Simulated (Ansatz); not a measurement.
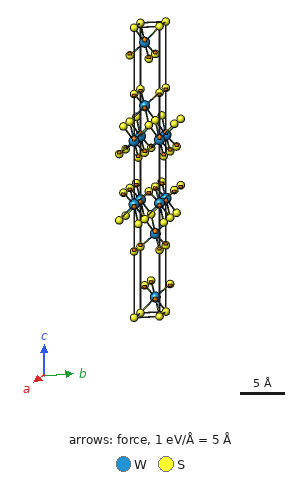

Starting geometry of a crystal of W₂S₃ (built on the tetradymite_166 type) with the computed forces as orange arrows. A ball-and-stick model of the conventional cell (3 times the calculation's cell), seen slightly off an axis. Lengths and directions refer to the drawn axes.

Case: tetradymite type (R-3m, No. 166).

The calculation used DFT PBE, scalar-relativistic, plane waves, PAW in Ansatz. (plane-wave cutoff 420 eV; k-point mesh 12 × 12 × 12; occupations gaussian; smearing width 0.1 eV; no spin polarisation; cell and atoms relaxed; force threshold 0.01 eV/Å; at most 80 steps)

> Is this structure relaxed? If not, where do the atoms go?

It isn't relaxed: the largest force vector, on W atoms, is 0.14 eV/Å. The atoms end up moving mostly along the starting forces (cosine between the two patterns 0.91). The largest moves relative to the cell, 0.12 Å, are those of S atoms. Largest moves by element: S 0.12 Å, W 0.07 Å. Cell: a = b 3.053 → 3.075 Å (+0.7 %), c 34.054 → 34.775 Å (+2.1 %). Volume +3.5 %. Some distances before and after: W–W 3.053 → 3.075 Å, S–W 2.628 → 2.612 Å. The space group stays R-3m (No. 166). The energy falls by 3.0 meV per atom in 6 accepted moves (9 points after the start). The largest force component goes from 0.14 to 0.0026 eV/Å. Pressure: 0.14 GPa at the start and 0.01 GPa at the end. The line search rejected the trial steps at points 1, 6 of the run. At 1 point the geometry stayed and the basis and grid were re-selected for the new cell (energy shift of 0.1 meV per atom at most each time). The run took 9.2 min on 1 thread of Arm Neoverse N1 (shared host), peak memory 0.63 GiB.
